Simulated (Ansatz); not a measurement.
In doubt: masses and optical values from hybrid runs of this build are listed as unsure (in some of the runs), which bears on the screening that GW takes from such a start.

The crystal is BaNaLaWO6 (F-43m).

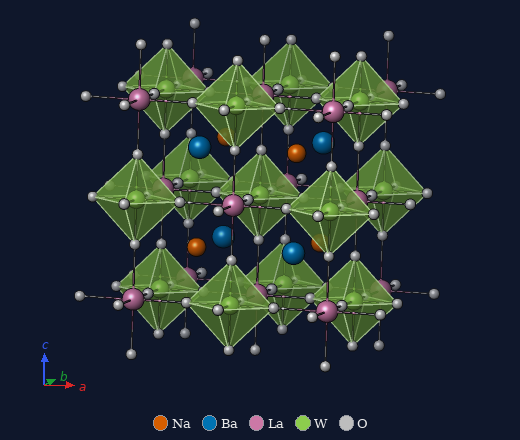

The structure (sodium orange, barium blue, lanthanum pink, tungsten green, oxygen light grey). Some periodic images of atoms are drawn too.

```xyz
10
Lattice="0.0000 4.3237 4.3237 4.3237 0.0000 4.3237 4.3237 4.3237 0.0000" Properties=species:S:1:pos:R:3 pbc="T T T"
Na    6.4856    6.4856    6.4856
Ba    2.1619    2.1619    2.1619
La    0.0000    0.0000    0.0000
W     4.3237    4.3237    4.3237
O     2.3825    4.3237    4.3237
O     6.2650    4.3237    4.3237
O     4.3237    4.3237    6.2650
O     4.3237    4.3237    2.3825
O     4.3237    2.3825    4.3237
O     4.3237    6.2650    4.3237
```

The cell is the Materials Project's (PBE, PBE+U or r2SCAN) relaxed one; the ions were relaxed with PBE or PBE+U in the database cell. Spin-orbit coupling is left out unless a run names it.

Gaps computed with Ansatz 0.2.0 without a self-energy: HSE06 3.83 eV, r2SCAN 2.89 eV and PBE0 4.58 eV.

Estimate the G0W0@HSE06 gap with 4×4×4 mesh, 886 empty bands, screening to 180 eV, PAW set soft_1 files.

About 4.28 eV: on its mesh the run moves the gap from 3.83 eV by +0.46 eV. Among the scalar-relativistic levels given, PBE0 is nearest (+0.30 eV). Bands and cutoff are finite, so the gap is not at the basis limit. The miss can reach some tenths of an eV and take either sign; the mesh is an error of its own. Empty 4f levels lie among the conduction bands. Their place in the start is unsure; it enters the screening, and the edge itself where they lie low. The many-body steps are scalar-relativistic: spin-orbit coupling is not in them.

[Paths, hosts, dates, memory and timing lines, banners, echoed tables and standing remarks are left out of the program output.]

[Logs are printed without paths, hosts, clocks, repeated set-up lines and the standing remarks that a program may print on its own settings, such as how far it seeks lower states.]

[Runs of the session that timed out or met a known fault of the program may be left out.]

[Cells called generated may have been cut or substituted from an entry of the Crystallography Open Database or the Materials Project.]

[Hosts, paths, dates, database ids (printed as entryN), source tags and the programs' standing remarks are cut or masked in the printed files.]
